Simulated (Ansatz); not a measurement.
# Calculations on C$_{2}$H$_{6}$B

### Relaxation

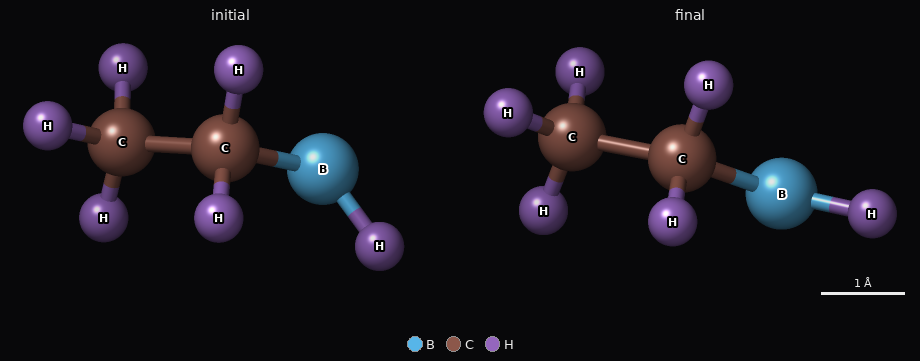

The structure of C2H6B (multiplicity 2) before (left) and after (right) a relaxation, at one scale.

Style: ball-and-stick. Shown from a free direction.

The run prepares an end point of a later path (torsion) calculation, from a guessed geometry.

Theory: UKS CAM-B3LYP/6-31G* (Ansatz). Set-up: collinear spin; force threshold 0.015 eV/Å; at most 40 steps.

**Describe what moved and what it gained.**

The energy falls by 8.81 kcal/mol in 9 accepted moves (10 points after the start). Largest force component: 2.9 eV/Å at the start, 0.0095 eV/Å at the end. The line search rejected the trial step at point 4 of the run. The largest move after the best rigid fit is that of an H atom, 0.59 Å. Largest moves by element: H 0.59 Å, B 0.30 Å, C 0.16 Å. Near-neighbour distances that change, for instance: C–H 1.170 → 1.095 Å, C–H 1.068 → 1.094 Å, C–H 1.127 → 1.104 Å, C–C 1.508 → 1.531 Å. Among the angles between lasting bonds that change: B–C–C 108.9° → 118.5°, C–B–H 119.2° → 126.6°, H–C–H 113.0° → 107.2°. Groups turn about B–C by about 55°.

### Relaxation

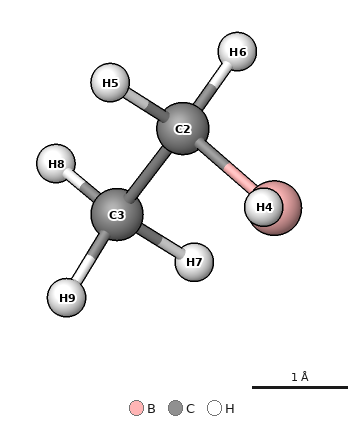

Starting structure of C$_{2}$H$_{6}$B (multiplicity 2). The picture is a ball-and-stick view, seen from a free direction.

The run prepares an end point of a later path (torsion) calculation, from a guessed geometry.

Theory: UKS CAM-B3LYP/6-31G* (Ansatz 0.2.0).

Input file:
```yaml
crystal:
  periodic: [false, false, false]
  atoms:
    - { symbol: B, position_ang: [-1.3637, 0.7196, -0.3875] }
    - { symbol: C, position_ang: [0.1467, 0.4892, -0.2668] }
    - { symbol: C, position_ang: [0.3888, -0.7073, 0.6188] }
    - { symbol: H, position_ang: [-1.8611, 0.7394, -1.4615] }
    - { symbol: H, position_ang: [0.5763, 0.2961, -1.2927] }
    - { symbol: H, position_ang: [0.6363, 1.4095, 0.1614] }
    - { symbol: H, position_ang: [-0.08013, -0.49106, 1.66919] }
    - { symbol: H, position_ang: [1.42778, -0.88418, 0.78995] }
    - { symbol: H, position_ang: [-0.16797, -1.63914, 0.2282] }
magnetization:
  spin_polarized: true
  initial_magnetization: 1
basis:
  gaussian: { orbitals: "6-31G*" }
hamiltonian:
  xc: cam_b3lyp
relax:
  f_tol: 0.015
  max_steps: 40
```

Run as
```bash
ansatz run input.yaml --threads 1 --pin off --max-ram 2048MiB --backend cpu --events-out ev --progress --plain --runs-dir out
```

**Predict the outcome.**

Over 9 accepted moves (11 points after the start) the energy falls by 0.384 eV. The largest force component goes from 2.4 to 0.0067 eV/Å. The line search rejected the trial steps at points 4, 7 of the run. The largest move after the best rigid fit is that of H4, 0.62 Å. Largest moves by element: H 0.62 Å, B 0.31 Å, C 0.18 Å. Some distances before and after: C3–H7 1.170 → 1.094 Å, C3–H9 1.154 → 1.094 Å, C3–H8 1.068 → 1.095 Å, C2–H5 1.129 → 1.104 Å. Among the angles between lasting bonds that change: B1–C2–C3 108.9° → 118.6°, C2–B1–H4 119.2° → 126.6°, H8–C3–H9 113.0° → 107.8°. Groups turn about B1–C2 by about 55°. Cost: 80 s on 1 thread of AMD EPYC (Zen 3) (shared host), peak memory 0.16 GiB.

History of the run:

| step | E − E(0), eV | largest force component, eV/Å | note |
| --- | --- | --- | --- |
| 0 | 0.0000 | 2.4048 |  |
| 1 | -0.2890 | 0.7998 |  |
| 2 | -0.3162 | 0.1438 |  |
| 3 | -0.3294 | 0.5276 |  |
| 4 | -0.3265 | 0.7832 | rejected |
| 5 | -0.3539 | 0.3670 |  |
| 6 | -0.3721 | 0.2843 |  |
| 7 | -0.3689 | 0.3035 | rejected |
| 8 | -0.3805 | 0.0693 |  |
| 9 | -0.3824 | 0.1668 |  |
| 10 | -0.3835 | 0.0254 |  |
| 11 | -0.3835 | 0.0067 |  |

The structure at the end:

```xyz
9

B    -1.4420    0.5584   -0.6369
C     0.0529    0.3429   -0.3005
C     0.4268   -0.7430    0.7130
H    -1.8918    1.3555   -1.4082
H     0.5668    0.1700   -1.2616
H     0.4363    1.3254    0.0251
H    -0.0419   -0.5524    1.6829
H     1.5090   -0.7977    0.8686
H     0.0870   -1.7269    0.3767
```

The end point in the same view:

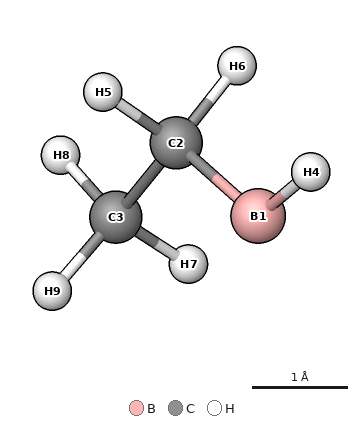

### Path

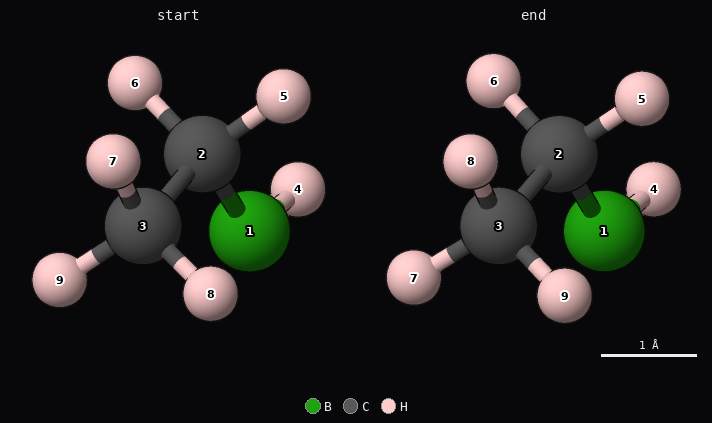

The two relaxed end points of a path for C2H6B (multiplicity 2). The picture is a ball-and-stick view, seen from a free direction.

Computed with Ansatz, UKS CAM-B3LYP/6-31G*.

Run with 7 movable images; climbing image; force threshold 0.05 eV/Å; iteration limit 41.

Start:
```xyz
9

B    -1.4259    0.5193   -0.6189
C     0.0798    0.3511   -0.3068
C     0.5040   -0.7314    0.6899
H    -1.9153    1.3098   -1.3735
H     0.5841    0.2035   -1.2770
H     0.4367    1.3419    0.0230
H     1.5898   -0.7522    0.8288
H     0.1913   -1.7227    0.3489
H     0.0442   -0.5655    1.6685
```

End:
```xyz
9

B    -1.2999    0.9622   -0.2633
C     0.0368    0.2005   -0.4279
C     0.5133   -0.6992    0.7166
H    -1.8081    1.6924   -1.0641
H    -0.0462   -0.3756   -1.3654
H     0.7968    0.9663   -0.6610
H     0.6431   -0.1251    1.6387
H     1.4687   -1.1804    0.4838
H    -0.2161   -1.4872    0.9254
```

> What barrier does the band find between them, and by what path?

The two ends have the same energy, and the highest point, image 4, lies 0.102 eV above the start. The motion is a rotation about the C2–C3 bond by about 120°. No bond forms or breaks between the ends. Among the angles between lasting bonds that change up to the highest image: B1–C2–H6 106.1° → 102.9°. The band is converged. At the top, the vibrational analysis gives one imaginary mode (239i cm⁻¹), as a transition state must have.

Energies of the converged images:

```csv
image,path (Å),E (eV)
0,0.00,0.000
1,0.37,0.015
2,0.74,0.051
3,1.11,0.087
4,1.48,0.102
5,1.84,0.085
6,2.19,0.048
7,2.55,0.014
8,2.91,0.000
```

The geometry at the top of the path:

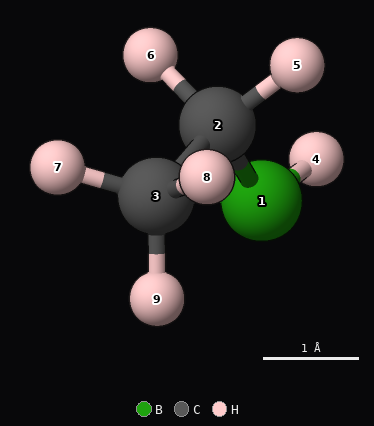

Cost: 7.9 min on 1 thread of AMD EPYC (Zen 3), with other jobs on the host, peak memory 0.16 GiB.
